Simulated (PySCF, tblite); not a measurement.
# C18H14Si: electronic excitations, NMR shifts, part 2 of 2

tblite 0.8.0 and PySCF 2.14.0. Atoms count from 0. Earlier steps stand in the parts before.

## 5. NMR shifts: GIAO PBE0/pcSseg-1

Job settings and geometry (Å):

```
{"job": {"kind": "nmr", "xc": "PBE0", "basis": "pcSseg-1", "pop": false}, "charge": 0, "multiplicity": 1}
Si     4.292884    -1.131354     0.755560
C      2.470134    -0.765708     0.426815
C      1.588426    -1.800707     0.318210
C      0.195739    -1.607069     0.146606
C     -0.669994    -2.727081     0.032737
C     -2.004222    -2.559260    -0.132090
C     -2.585140    -1.268086    -0.030526
C     -3.981039    -1.105870    -0.056806
C     -4.552563     0.114156     0.187064
C     -3.738580     1.198688     0.524626
C     -2.372476     1.075475     0.517134
C     -1.750463    -0.137144     0.162933
C     -0.326626    -0.305077     0.081149
C      0.603431     0.777693    -0.070626
C      0.224665     2.036794    -0.573796
C      1.115466     3.075983    -0.644304
C      2.435078     2.898479    -0.223681
C      2.860439     1.652619     0.153637
C      1.981266     0.556793     0.194590
H      4.747672    -0.436799     1.964207
H      5.112416    -0.731435    -0.393640
H      4.422077    -2.575765     0.954503
H      1.941877    -2.820428     0.397407
H     -0.232051    -3.715571     0.048043
H     -2.658006    -3.406807    -0.280749
H     -4.598553    -1.971556    -0.249619
H     -5.625717     0.232452     0.163108
H     -4.191458     2.138169     0.805177
H     -1.767457     1.907137     0.843757
H     -0.770864     2.167318    -0.968377
H      0.800969     4.030494    -1.039299
H      3.123179     3.730527    -0.245237
H      3.899327     1.492034     0.400425
```

Method: GIAO PBE0/pcSseg-1 NMR shielding, non-relativistic, gas phase.

Output:

```text
start: PBE on a coarse grid of 28218 points
cycle   1  E = -982.4176857667  dE =  3.025e+00  |g| = 7.301e-01  |ddm| = 6.667e+00
cycle   2  E = -982.3168687859  dE =  1.008e-01  |g| = 9.537e-01  |ddm| = 2.465e+00
cycle   3  E = -982.5673860720  dE = -2.505e-01  |g| = 1.536e-01  |ddm| = 1.646e+00
cycle   4  E = -982.5703118836  dE = -2.926e-03  |g| = 1.091e-01  |ddm| = 3.126e-01
cycle   5  E = -982.5737370925  dE = -3.425e-03  |g| = 2.474e-02  |ddm| = 1.783e-01
cycle   6  E = -982.5738772587  dE = -1.402e-04  |g| = 1.133e-02  |ddm| = 4.021e-02
cycle   7  E = -982.5739066637  dE = -2.941e-05  |g| = 4.770e-03  |ddm| = 1.740e-02
final grid: 258154 points
cycle   8  E = -982.8110058001  dE = -1.077e-02  |g| = 4.324e-02  |ddm| = 6.867e-01
cycle   9  E = -982.8110746895  dE = -6.889e-05  |g| = 3.899e-02  |ddm| = 9.665e-02
cycle  10  E = -982.8114710837  dE = -3.964e-04  |g| = 1.110e-02  |ddm| = 7.295e-02
cycle  11  E = -982.8114999779  dE = -2.889e-05  |g| = 3.929e-03  |ddm| = 1.866e-02
cycle  12  E = -982.8115038397  dE = -3.862e-06  |g| = 8.728e-04  |ddm| = 6.368e-03
cycle  13  E = -982.8115010169  dE =  2.823e-06  |g| = 3.942e-04  |ddm| = 1.619e-03
cycle  14  E = -982.8115006280  dE =  3.889e-07  |g| = 1.047e-04  |ddm| = 6.047e-04
cycle  15  E = -982.8115023059  dE = -1.678e-06  |g| = 4.546e-05  |ddm| = 3.284e-04
converged SCF energy = -982.8115023059

GIAO shielding tensors (ppm)
atom      isotropic    diamagn.    paramagn.     s11        s22        s33       span
  0 Si     419.675     882.472    -462.797    368.246    426.634    464.144     95.898
  1 C       53.202     256.405    -203.203    -36.717     22.189    174.133    210.849
  2 C       42.861     252.010    -209.150    -61.191     45.861    143.911    205.102
  3 C       53.839     258.274    -204.436    -24.028     -2.609    188.153    212.181
  4 C       54.493     250.636    -196.142    -44.319     50.502    157.296    201.615
  5 C       53.463     252.276    -198.813    -46.587     49.320    157.656    204.244
  6 C       49.439     255.157    -205.718    -26.998    -15.741    191.056    218.054
  7 C       53.155     245.683    -192.527    -47.497     45.547    161.416    208.913
  8 C       54.724     255.473    -200.750    -54.006     40.659    177.518    231.524
  9 C       55.442     253.758    -198.315    -53.492     43.415    176.403    229.895
 10 C       51.807     252.152    -200.345    -49.656     33.166    171.911    221.567
 11 C       53.627     253.722    -200.095    -27.432     -0.544    188.856    216.288
 12 C       53.268     248.853    -195.585    -21.262      0.773    180.292    201.554
 13 C       53.856     256.261    -202.405    -26.635     -1.313    189.516    216.152
 14 C       51.552     253.395    -201.843    -49.809     33.413    171.052    220.862
 15 C       55.897     255.561    -199.664    -53.120     44.129    176.681    229.802
 16 C       55.335     254.798    -199.463    -53.095     41.830    177.269    230.364
 17 C       53.137     253.536    -200.399    -48.676     46.330    161.757    210.433
 18 C       46.582     255.386    -208.805    -28.919    -19.233    187.897    216.817
 19 H       26.597      29.084      -2.487     22.251     25.608     31.931      9.680
 20 H       26.587      29.005      -2.418     22.251     25.610     31.900      9.649
 21 H       27.049      27.904      -0.854     22.068     26.887     32.194     10.126
 22 H       23.198      34.893     -11.696     16.384     23.379     29.830     13.446
 23 H       23.532      32.788      -9.256     17.567     24.707     28.322     10.755
 24 H       23.444      32.346      -8.902     17.727     24.663     27.941     10.215
 25 H       23.344      30.399      -7.055     17.928     24.197     27.906      9.977
 26 H       23.650      27.363      -3.713     19.130     25.117     26.703      7.573
 27 H       23.644      30.275      -6.631     18.583     24.664     27.686      9.102
 28 H       22.388      35.120     -12.731     14.139     22.217     30.809     16.671
 29 H       22.423      35.805     -13.382     14.164     22.469     30.636     16.472
 30 H       23.628      30.950      -7.322     18.522     24.832     27.528      9.006
 31 H       23.617      28.862      -5.244     18.891     24.937     27.025      8.135
 32 H       23.319      33.710     -10.391     16.854     23.366     29.738     12.884
```

Wall time 82 s (1 thread of Arm Neoverse V2, shared host); peak memory 0.92 GiB.

The references, computed at this level on geometries of the same kind, shield at (ppm): 1H TMS 31.72, 13C TMS 186.9, 29Si TMS 349.2. Their shielding less the atom's gives the shift. The references are single molecules in the gas phase. Atoms listed in one row are averaged.

```
        atoms                        environment  σ (ppm)  δ (ppm)  δ scaled to CDCl3
           C2                        aromatic CH     42.9    144.1              138.7
          C18        ring-fusion aromatic carbon     46.6    140.3              135.1
           C6        ring-fusion aromatic carbon     49.4    137.5              132.3
          C14                        aromatic CH     51.6    135.4              130.2
          C10                        aromatic CH     51.8    135.1              130.0
          C17                        aromatic CH     53.1    133.8              128.7
           C7                        aromatic CH     53.2    133.8              128.6
           C1        substituted aromatic carbon     53.2    133.7              128.6
          C12        ring-fusion aromatic carbon     53.3    133.7              128.5
           C5                        aromatic CH     53.5    133.5              128.3
          C11        ring-fusion aromatic carbon     53.6    133.3              128.2
           C3        ring-fusion aromatic carbon     53.8    133.1              128.0
          C13        ring-fusion aromatic carbon     53.9    133.1              128.0
           C4                        aromatic CH     54.5    132.4              127.3
           C8                        aromatic CH     54.7    132.2              127.1
          C16                        aromatic CH     55.3    131.6              126.5
           C9                        aromatic CH     55.4    131.5              126.4
          C15                        aromatic CH     55.9    131.0              126.0
          H28         hydrogen on an aromatic CH    22.39     9.33               8.90
          H29         hydrogen on an aromatic CH    22.42     9.29               8.87
          H22         hydrogen on an aromatic CH    23.20     8.52               8.14
          H32         hydrogen on an aromatic CH    23.32     8.40               8.02
          H25         hydrogen on an aromatic CH    23.34     8.37               8.00
          H24         hydrogen on an aromatic CH    23.44     8.27               7.91
          H23         hydrogen on an aromatic CH    23.53     8.18               7.82
          H31         hydrogen on an aromatic CH    23.62     8.10               7.74
          H30         hydrogen on an aromatic CH    23.63     8.09               7.73
          H27         hydrogen on an aromatic CH    23.64     8.07               7.72
          H26         hydrogen on an aromatic CH    23.65     8.07               7.71
H19, H20, H21  hydrogen on a silicon bonded to C    26.74     4.97                  –
          Si0           silicon bonded to C, 3 H    419.7    -70.5                  –
```

The scaled column applies a straight-line fit of computed shieldings to shifts measured in CDCl3 (root-mean-square error 0.16 ppm for H, 1.9 ppm for C).

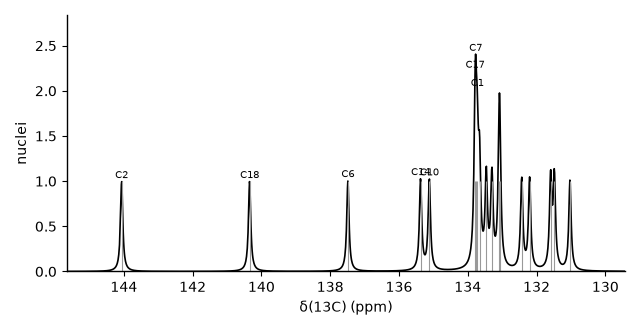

13C lines at the computed shifts, without couplings. Lines are broadened to a width of 0.08 ppm (Lorentzian).

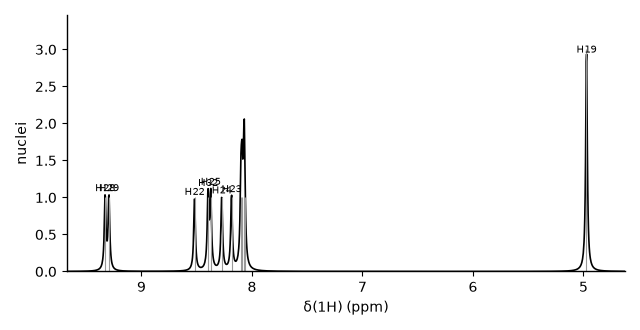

1H lines at the computed shifts, without couplings. Lines are broadened to a width of 0.02 ppm (Lorentzian).

Ring of atoms C1, C2, C3, C12, C13, C18: NICS(0) -5.8, NICS(1) -9.7, NICS(1)zz -22.1 ppm (means of both faces).

Ring of atoms C3, C4, C5, C6, C11, C12: NICS(0) -6.6, NICS(1) -10.0, NICS(1)zz -23.1 ppm (means of both faces).

Ring of atoms C6, C7, C8, C9, C10, C11: NICS(0) -8.8, NICS(1) -11.7, NICS(1)zz -29.3 ppm (means of both faces; NICS(1) differs between them: -12.8 and -10.6).

## 6. Summary of results

What follows sums up all 2 parts.

| quantity | value |
| --- | --- |
| strongest single infrared mode (GFN2-xTB) | 805 cm⁻¹, 436 km/mol |
| zero-point energy (GFN2-xTB) | 155.4 kcal/mol |
| lowest singlet (PBE0/6-31G*) | 3.77 eV (329 nm), f = 0.003 |
| brightest single state of those computed | state 3, 4.76 eV, f = 0.585 |
| lowest triplet | 2.76 eV |
| 13C shifts against TMS (PBE0/pcSseg-1) | 144.1, 140.3, 137.5, 135.4, 135.1, 133.8, 133.8, 133.7, 133.7, 133.5, 133.3, 133.1, 133.1, 132.4 ppm and more |
| 1H shifts against TMS (PBE0/pcSseg-1, means over atoms taken as alike) | 9.33, 9.29, 8.52, 8.40, 8.37, 8.27, 8.18, 8.10, 8.09, 8.07, 8.07, 4.97 ppm |
| 29Si shifts against TMS (PBE0/pcSseg-1) | -70.5 ppm |

No mode is imaginary among the 93: a minimum at this level. GFN2-xTB is a fitted tight-binding method: band positions and strengths are rough. Its intensities can rank the bands wrongly. The first singlet state (HOMO−1→LUMO 0.46, HOMO→LUMO+1 0.42) lies at 3.77 eV and is weak; of the 6 states computed, the strongest absorption comes from states 3 to 4 together at 4.76 eV. The lowest triplet lies 1.01 eV below the lowest singlet. NICS(1)zz of -29 ppm above the planar ring from C6 marks a diatropic (aromatic) ring current.
